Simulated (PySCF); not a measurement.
# C2HNO: excited-state relaxation, vibronic structure

What do calculations give for the excited-state relaxation, vibronic structure of C2HNO (`N#CC=O`)?

Computed with PySCF 2.14.0 and routines of our own; the level stands in each step. Atoms count from 0.

### Step 1. The system as given

5 atoms, charge 0, multiplicity 1; geometry from: GFN2-xTB.

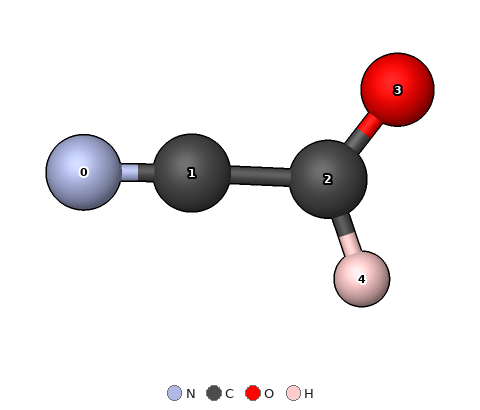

The starting geometry (nitrogen light blue, carbon dark grey, oxygen red, hydrogen pink).

### Step 2. Geometry optimisation at CAM-B3LYP/6-31+G*

Job settings and geometry (Å):

```
{"job": {"xc": "CAM-B3LYP", "basis": "6-31+G*", "grid": 1, "kind": "geom"}, "charge": 0, "multiplicity": 1}
N      1.906751    -0.228252     0.569803
C      0.819149    -0.068477     0.251820
C     -0.557180     0.080282    -0.167948
O     -1.195267     1.089680    -0.104060
H     -0.964831    -0.870381    -0.566801
```

Command:

```sh
OMP_NUM_THREADS=1 python excited_run.py task.json out
```

The driver reads the jobs from task.json and runs them one after another.

Standard output:

```text
step   0  E = -206.64768007  max force = 0.027564
step   1  E = -206.64887767  max force = 0.009110
step   2  E = -206.64852943  max force = 0.007980
step   3  E = -206.64892036  max force = 0.003564
step   4  E = -206.64897700  max force = 0.000989
step   5  E = -206.64893904  max force = 0.003434
step   6  E = -206.64897640  max force = 0.001277
step   7  E = -206.64898171  max force = 0.000167
optimisation converged
```

Wall time 11 s (1 thread of Arm Neoverse V1, shared host); peak memory 0.4 GiB.

Relaxation path: (the energy doesn't fall at every step)

| step | energy from step 0 (eV) | largest force component (eV/Å) |
| --- | --- | --- |
| 0 | 0.0000 | 1.4174 |
| 1 | -0.0326 | 0.4685 |
| 2 | -0.0231 | 0.4103 |
| 3 | -0.0338 | 0.1833 |
| 4 | -0.0353 | 0.0509 |
| 5 | -0.0343 | 0.1766 |
| 6 | -0.0353 | 0.0657 |
| 7 | -0.0354 | 0.0086 |

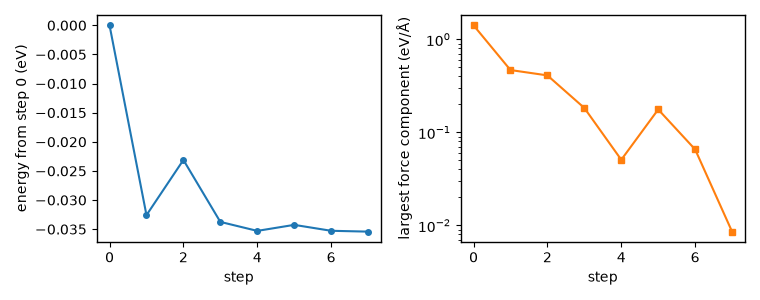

Energy and force, step by step.

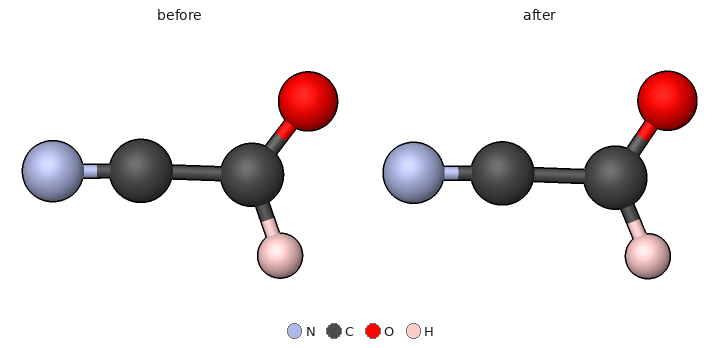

The geometry before (left) and after (right).

Close pairs (by a distance rule), those that changed most:

| bond | before (Å) | after (Å) | change (Å) |
| --- | --- | --- | --- |
| C1–C2 | 1.447 | 1.472 | +0.025 |
| N0–C1 | 1.144 | 1.156 | +0.011 |
| C2–H4 | 1.109 | 1.101 | -0.008 |
| C2–O3 | 1.196 | 1.203 | +0.007 |

The final coordinates are the input of the step that follows.

| at the end point | value |
| --- | --- |
| point group (found at 0.08 Å tolerance) | Cs |
| rotational constants (GHz, main isotopes) | 66.943, 5.018, 4.668 |
| dipole moment (D) | 2.60 |

### Step 3. Excited-state relaxation: TDA CAM-B3LYP/6-31+G*

Job settings and geometry (Å):

```
{"job": {"kind": "xopt", "state": "S1", "method": "TDA", "freq": true, "xc": "CAM-B3LYP", "basis": "6-31+G*", "grid": 1}, "charge": 0, "multiplicity": 1}
N      1.892252    -0.206124     0.573820
C      0.791483    -0.058061     0.255031
C     -0.612247     0.087822    -0.163608
O     -1.211807     1.123814    -0.044302
H     -1.063729    -0.820779    -0.591246
```

Level: TDA CAM-B3LYP/6-31+G* excited-state geometry optimisation, gas phase.

Standard output:

```text
final grid: 23136 points
cycle   1  E = -206.4782611831  dE =  6.766e-01  |g| = 8.683e-01  |ddm| = 2.993e+00
cycle   2  E = -206.0813057362  dE =  3.970e-01  |g| = 1.712e+00  |ddm| = 2.572e+00
cycle   3  E = -206.6480997858  dE = -5.668e-01  |g| = 6.212e-02  |ddm| = 1.534e+00
cycle   4  E = -206.6485910818  dE = -4.913e-04  |g| = 4.210e-02  |ddm| = 8.247e-02
cycle   5  E = -206.6489178343  dE = -3.268e-04  |g| = 1.717e-02  |ddm| = 3.746e-02
cycle   6  E = -206.6489758021  dE = -5.797e-05  |g| = 4.476e-03  |ddm| = 1.631e-02
cycle   7  E = -206.6489814598  dE = -5.658e-06  |g| = 8.571e-04  |ddm| = 7.921e-03
cycle   8  E = -206.6489817048  dE = -2.451e-07  |g| = 1.076e-04  |ddm| = 2.327e-03
cycle   9  E = -206.6489817123  dE = -7.460e-09  |g| = 3.247e-05  |ddm| = 3.333e-04
cycle  10  E = -206.6489817129  dE = -6.606e-10  |g| = 7.489e-06  |ddm| = 7.786e-05
converged SCF energy = -206.6489817129

vertical S1 at the ground-state geometry: 3.8896 eV
step    E(state)/Eh    max force   excitation/eV  root
  0    -206.50407260   0.115557     3.9250      1
  1    -206.51370545   0.029426     3.1599      1
  2    -206.51773439   0.015577     3.1612      1
  3    -206.51951614   0.010736     3.1317      1
  4    -206.52014232   0.002567     3.1108      1
  5    -206.52017777   0.000490     3.1207      1
  6    -206.52017788   0.000195     3.1216      1
optimisation converged
vertical emission 3.1216 eV, adiabatic 3.5049 eV, Stokes shift 0.7679 eV, reorganisation 0.3847 (excited) and 0.3833 eV (ground)
zero-point change -0.0679 eV, 0-0 energy 3.4371 eV
frequencies of the excited state (cm-1): 224 398 482 550 991 1193 1518 2316 3129
```

It took 1.9 min on 1 thread of Arm Neoverse V1, shared host; peak memory 0.41 GiB.

In short:

| quantity | value |
| --- | --- |
| vertical absorption, S1 | 3.89 eV |
| adiabatic energy, S1 | 3.50 eV |
| vertical emission, S1 | 3.12 eV |
| Stokes shift, S1 | 0.77 eV |
| geometry moved (RMSD), S1 | 0.046 Å |

Bonds of the start that changed most:

| bond | start (Å) | end (Å) |
| --- | --- | --- |
| C2–O3 | 1.203 | 1.297 |
| C1–C2 | 1.472 | 1.398 |
| N0–C1 | 1.155 | 1.165 |
| C2–H4 | 1.101 | 1.094 |

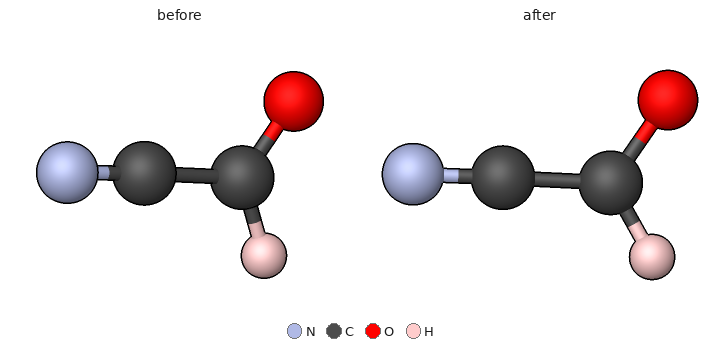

Before and after.

### Step 4. Excited-state relaxation: UKS CAM-B3LYP/6-31+G*

Job settings and geometry (Å):

```
{"job": {"kind": "xopt", "state": "T1", "method": "UKS", "freq": true, "xc": "CAM-B3LYP", "basis": "6-31+G*", "grid": 1}, "charge": 0, "multiplicity": 1}
N      1.892252    -0.206124     0.573820
C      0.791483    -0.058061     0.255031
C     -0.612247     0.087822    -0.163608
O     -1.211807     1.123814    -0.044302
H     -1.063729    -0.820779    -0.591246
```

Method: UKS CAM-B3LYP/6-31+G* excited-state geometry optimisation, gas phase.

Standard output:

```text
final grid: 23136 points
cycle   1  E = -206.4782611831  dE =  6.766e-01  |g| = 8.683e-01  |ddm| = 2.993e+00
cycle   2  E = -206.0813057362  dE =  3.970e-01  |g| = 1.712e+00  |ddm| = 2.572e+00
cycle   3  E = -206.6480997858  dE = -5.668e-01  |g| = 6.212e-02  |ddm| = 1.534e+00
cycle   4  E = -206.6485910818  dE = -4.913e-04  |g| = 4.210e-02  |ddm| = 8.247e-02
cycle   5  E = -206.6489178343  dE = -3.268e-04  |g| = 1.717e-02  |ddm| = 3.746e-02
cycle   6  E = -206.6489758021  dE = -5.797e-05  |g| = 4.476e-03  |ddm| = 1.631e-02
cycle   7  E = -206.6489814598  dE = -5.658e-06  |g| = 8.571e-04  |ddm| = 7.921e-03
cycle   8  E = -206.6489817048  dE = -2.451e-07  |g| = 1.076e-04  |ddm| = 2.327e-03
cycle   9  E = -206.6489817123  dE = -7.460e-09  |g| = 3.247e-05  |ddm| = 3.333e-04
cycle  10  E = -206.6489817129  dE = -6.606e-10  |g| = 7.489e-06  |ddm| = 7.786e-05
converged SCF energy = -206.6489817129

vertical T1 at the ground-state geometry: 3.2015 eV
step    E(state)/Eh    max force   <S^2>
  0    -206.52938332   0.128142    2.0125
  1    -206.54399240   0.023194    2.0220
  2    -206.54817114   0.015045    2.0197
  3    -206.54917957   0.011070    2.0183
  4    -206.55040707   0.003766    2.0191
  5    -206.55050113   0.000848    2.0192
  6    -206.55051016   0.000715    2.0192
  7    -206.55051549   0.000556    2.0193
  8    -206.55051599   0.000213    2.0193
optimisation converged
vertical emission 2.1184 eV, adiabatic 2.6794 eV, Stokes shift 1.0831 eV, reorganisation 0.5221 (excited) and 0.5610 eV (ground)
zero-point change -0.0802 eV, 0-0 energy 2.5992 eV
frequencies of the excited state (cm-1): 230 366 429 556 996 1164 1425 2241 3195
```

Wall time 81 s (1 thread of Arm Neoverse V1, shared host); peak memory 0.44 GiB.

From this job:

| quantity | value |
| --- | --- |
| vertical gap at the ground-state geometry, T1 | 3.20 eV |
| adiabatic energy, T1 | 2.68 eV |
| vertical gap at the relaxed geometry, T1 | 2.12 eV |
| difference of the two gaps, T1 | 1.08 eV |
| geometry moved (RMSD), T1 | 0.057 Å |

Bonds of the start that changed most:

| bond | start (Å) | end (Å) |
| --- | --- | --- |
| C2–O3 | 1.203 | 1.322 |
| C1–C2 | 1.472 | 1.389 |
| N0–C1 | 1.155 | 1.168 |
| C2–H4 | 1.101 | 1.089 |

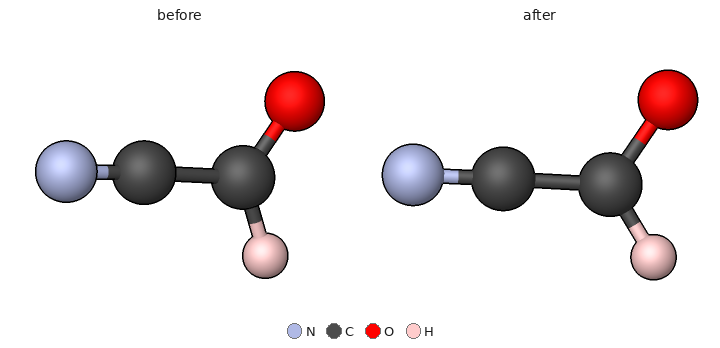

Before and after.

### Step 5. Excited-state relaxation: TDA CAM-B3LYP/6-31+G*

Job settings and geometry (Å):

```
{"job": {"kind": "xopt", "state": "T1", "method": "TDA", "xc": "CAM-B3LYP", "basis": "6-31+G*", "grid": 1}, "charge": 0, "multiplicity": 1}
N      1.892252    -0.206124     0.573820
C      0.791483    -0.058061     0.255031
C     -0.612247     0.087822    -0.163608
O     -1.211807     1.123814    -0.044302
H     -1.063729    -0.820779    -0.591246
```

With the program's defaults for keys left out, this is: TDA CAM-B3LYP/6-31+G* excited-state geometry optimisation, gas phase.

Standard output:

```text
final grid: 23136 points
cycle   1  E = -206.4782611831  dE =  6.766e-01  |g| = 8.683e-01  |ddm| = 2.993e+00
cycle   2  E = -206.0813057362  dE =  3.970e-01  |g| = 1.712e+00  |ddm| = 2.572e+00
cycle   3  E = -206.6480997858  dE = -5.668e-01  |g| = 6.212e-02  |ddm| = 1.534e+00
cycle   4  E = -206.6485910818  dE = -4.913e-04  |g| = 4.210e-02  |ddm| = 8.247e-02
cycle   5  E = -206.6489178343  dE = -3.268e-04  |g| = 1.717e-02  |ddm| = 3.746e-02
cycle   6  E = -206.6489758021  dE = -5.797e-05  |g| = 4.476e-03  |ddm| = 1.631e-02
cycle   7  E = -206.6489814598  dE = -5.658e-06  |g| = 8.571e-04  |ddm| = 7.921e-03
cycle   8  E = -206.6489817048  dE = -2.451e-07  |g| = 1.076e-04  |ddm| = 2.327e-03
cycle   9  E = -206.6489817123  dE = -7.460e-09  |g| = 3.247e-05  |ddm| = 3.333e-04
cycle  10  E = -206.6489817129  dE = -6.606e-10  |g| = 7.489e-06  |ddm| = 7.786e-05
converged SCF energy = -206.6489817129

vertical T1 at the ground-state geometry: 3.2185 eV
step    E(state)/Eh    max force   excitation/eV  root
  0    -206.52894917   0.118685     3.2481      1
  1    -206.53984648   0.036536     2.3670      1
  2    -206.54420786   0.012344     2.3739      1
  3    -206.54546199   0.008086     2.3397      1
  4    -206.54562670   0.007968     2.3790      1
  5    -206.54602779   0.002071     2.3922      1
  6    -206.54605051   0.000480     2.3913      1
  7    -206.54605283   0.000261     2.3894      1
optimisation converged
vertical emission 2.3894 eV, adiabatic 2.8008 eV, Stokes shift 0.8291 eV, reorganisation 0.4177 (excited) and 0.4114 eV (ground)
```

It took 21 s on 1 thread of Arm Neoverse V1, shared host; peak memory 0.4 GiB.

In short:

| quantity | value |
| --- | --- |
| vertical gap at the ground-state geometry, T1 | 3.22 eV |
| adiabatic energy, T1 | 2.80 eV |
| vertical gap at the relaxed geometry, T1 | 2.39 eV |
| difference of the two gaps, T1 | 0.83 eV |
| geometry moved (RMSD), T1 | 0.052 Å |

Bonds of the start that changed most:

| bond | start (Å) | end (Å) |
| --- | --- | --- |
| C2–O3 | 1.203 | 1.301 |
| C1–C2 | 1.472 | 1.398 |
| C2–H4 | 1.101 | 1.089 |
| N0–C1 | 1.155 | 1.164 |

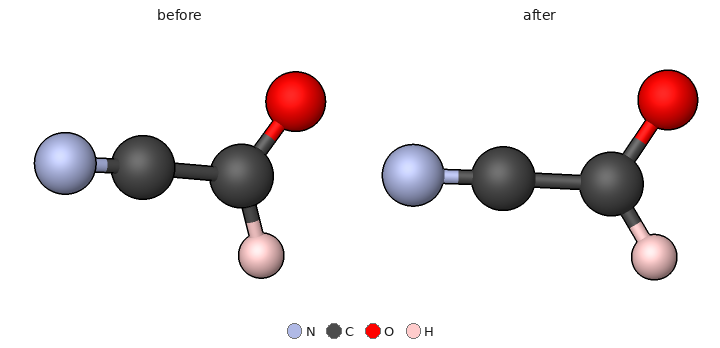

Before and after.

### Step 6. Vibronic structure: TDA CAM-B3LYP/6-31+G*

Job settings and geometry (Å):

```
{"job": {"kind": "vib", "tda": true, "freq": true, "xc": "CAM-B3LYP", "basis": "6-31+G*", "grid": 1}, "charge": 0, "multiplicity": 1}
N      1.892252    -0.206124     0.573820
C      0.791483    -0.058061     0.255031
C     -0.612247     0.087822    -0.163608
O     -1.211807     1.123814    -0.044302
H     -1.063729    -0.820779    -0.591246
```

Level: TDA CAM-B3LYP/6-31+G* vertical-gradient vibronic structure (displaced harmonic oscillators, Condon), gas phase.

Standard output:

```text
final grid: 23136 points
cycle   1  E = -206.4782611831  dE =  6.766e-01  |g| = 8.683e-01  |ddm| = 2.993e+00
cycle   2  E = -206.0813057362  dE =  3.970e-01  |g| = 1.712e+00  |ddm| = 2.572e+00
cycle   3  E = -206.6480997858  dE = -5.668e-01  |g| = 6.212e-02  |ddm| = 1.534e+00
cycle   4  E = -206.6485910818  dE = -4.913e-04  |g| = 4.210e-02  |ddm| = 8.247e-02
cycle   5  E = -206.6489178343  dE = -3.268e-04  |g| = 1.717e-02  |ddm| = 3.746e-02
cycle   6  E = -206.6489758021  dE = -5.797e-05  |g| = 4.476e-03  |ddm| = 1.631e-02
cycle   7  E = -206.6489814598  dE = -5.658e-06  |g| = 8.571e-04  |ddm| = 7.921e-03
cycle   8  E = -206.6489817048  dE = -2.451e-07  |g| = 1.076e-04  |ddm| = 2.327e-03
cycle   9  E = -206.6489817123  dE = -7.460e-09  |g| = 3.247e-05  |ddm| = 3.333e-04
cycle  10  E = -206.6489817129  dE = -6.606e-10  |g| = 7.489e-06  |ddm| = 7.786e-05
converged SCF energy = -206.6489817129

Singlet excitations (eV, f): 3.890 (0.0005)  5.911 (0.0000)  6.824 (0.1059)  7.558 (0.0199)  7.709 (0.0017)  7.966 (0.0000)

State S1  3.8896 eV  f = 0.00047  H->L 0.97
  relaxed dipole 3.389 D, largest gradient of the excitation energy 0.1118 Eh/bohr
  mode    cm-1        S   lambda/meV  Raman
    7   1837.3    1.3262     302.1   1.000
    4    944.6    0.4201      49.2   0.084
    8   2398.0    0.0699      20.8   0.090
    3    633.7    0.0990       7.8   0.009
    6   1425.1    0.0356       6.3   0.016
    1    234.9    0.0876       2.6   0.001
  reorganisation energy 0.3897 eV, total S 2.041, 0-0 3.4999 eV
  absorption maximum 3.728 eV, width 0.486 eV

State S3  6.8244 eV  f = 0.10591  H-1->L 0.73, H-2->L+2 0.11
  relaxed dipole 2.381 D, largest gradient of the excitation energy 0.1892 Eh/bohr
  mode    cm-1        S   lambda/meV  Raman
    8   2398.0    1.2174     362.0   1.000
    7   1837.3    0.2777      63.3   0.134
    1    234.9    0.9730      28.3   0.008
    4    944.6    0.1176      13.8   0.015
    6   1425.1    0.0368       6.5   0.011
    3    633.7    0.0452       3.6   0.003
  reorganisation energy 0.4779 eV, total S 2.669, 0-0 6.3465 eV
  absorption maximum 6.664 eV, width 0.662 eV

State S4  7.5576 eV  f = 0.01985  H-3->L 0.95
  relaxed dipole 4.080 D, largest gradient of the excitation energy 0.0730 Eh/bohr
  mode    cm-1        S   lambda/meV  Raman
    7   1837.3    0.4372      99.6   1.000
    8   2398.0    0.0821      24.4   0.320
    6   1425.1    0.1025      18.1   0.141
    1    234.9    0.3589      10.5   0.013
    4    944.6    0.0833       9.8   0.050
    3    633.7    0.0090       0.7   0.002
  reorganisation energy 0.1644 eV, total S 1.077, 0-0 7.3932 eV
  absorption maximum 7.397 eV, width 0.060 eV

State T1  3.2185 eV  f = 0.00000  H->L 0.96
  relaxed dipole 3.548 D, largest gradient of the excitation energy 0.1210 Eh/bohr
  mode    cm-1        S   lambda/meV  Raman
    7   1837.3    1.4599     332.6   1.000
    4    944.6    0.4098      48.0   0.074
    8   2398.0    0.0647      19.2   0.076
    3    633.7    0.1425      11.2   0.012
    6   1425.1    0.0522       9.2   0.022
    1    234.9    0.1050       3.1   0.001
    9   3078.4    0.0073       2.8   0.014
  reorganisation energy 0.4261 eV, total S 2.241, 0-0 2.7924 eV
  absorption maximum 3.020 eV, width 0.484 eV
```

Wall time 3.8 s (1 thread of Arm Neoverse V1, shared host); peak memory 0.4 GiB.

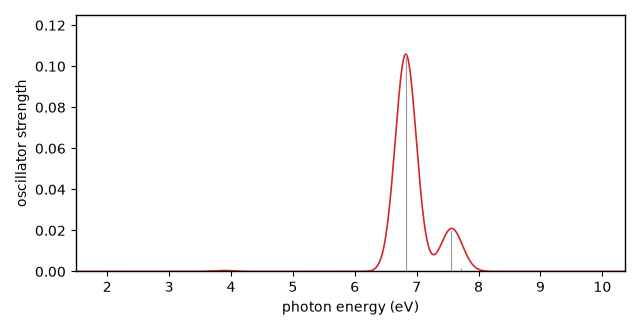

Absorption lines of the singlets. Lines are broadened to a width of 0.40 eV (Gaussian).

### Step 7. What came out

| quantity | value |
| --- | --- |
| point group | Cs |
| rotational constants (main isotopes) | 66.94, 5.02, 4.67 GHz |
| vertical absorption, S1 (step 3, TDA CAM-B3LYP/6-31+G*) | 3.89 eV |
| adiabatic energy, S1 (step 3, TDA CAM-B3LYP/6-31+G*) | 3.50 eV |
| vertical emission, S1 (step 3, TDA CAM-B3LYP/6-31+G*) | 3.12 eV |
| Stokes shift, S1 (step 3, TDA CAM-B3LYP/6-31+G*) | 0.77 eV |
| vertical gap at the ground-state geometry, T1 (step 4, UKS CAM-B3LYP/6-31+G*) | 3.20 eV |
| adiabatic energy, T1 (step 4, UKS CAM-B3LYP/6-31+G*) | 2.68 eV |
| vertical gap at the relaxed geometry, T1 (step 4, UKS CAM-B3LYP/6-31+G*) | 2.12 eV |
| difference of the two gaps, T1 (step 4, UKS CAM-B3LYP/6-31+G*) | 1.08 eV |
| vertical gap at the ground-state geometry, T1 (step 5, TDA CAM-B3LYP/6-31+G*) | 3.22 eV |
| adiabatic energy, T1 (step 5, TDA CAM-B3LYP/6-31+G*) | 2.80 eV |
| vertical gap at the relaxed geometry, T1 (step 5, TDA CAM-B3LYP/6-31+G*) | 2.39 eV |
| difference of the two gaps, T1 (step 5, TDA CAM-B3LYP/6-31+G*) | 0.83 eV |
| S1: vertical, reorganisation, 0-0, total S (step 6, TDA CAM-B3LYP/6-31+G*, modes from CAM-B3LYP/6-31+G*) | 3.89, 0.39, 3.50 eV; 2.0 |
| S3: vertical, reorganisation, 0-0, total S (step 6, TDA CAM-B3LYP/6-31+G*, modes from CAM-B3LYP/6-31+G*) | 6.82, 0.48, 6.35 eV; 2.7 |
| S4: vertical, reorganisation, 0-0, total S (step 6, TDA CAM-B3LYP/6-31+G*, modes from CAM-B3LYP/6-31+G*) | 7.56, 0.16, 7.39 eV; 1.1 |

In words: Relaxing lowered the energy by 0.035 eV in 7 steps; the close pair that moved most is C1–C2, from 1.447 to 1.472 Å. In step 3 (excited-state relaxation), among the bonds C2–O3 changes most, from 1.203 to 1.297 Å. In step 4 (excited-state relaxation), among the bonds C2–O3 changes most, from 1.203 to 1.322 Å. Where no frequencies were run, the relaxed excited state may be a saddle. In step 5 (excited-state relaxation), among the bonds C2–O3 changes most, from 1.203 to 1.301 Å. The vibronic model keeps the ground-state modes and shifts them along the gradient alone, so it can miss much of the relaxation that a full optimisation finds. ΔSCF (UKS) and response values aren't on one footing and may follow different states, so their differences aren't method errors alone, and singlets and triplets from the two don't rank.
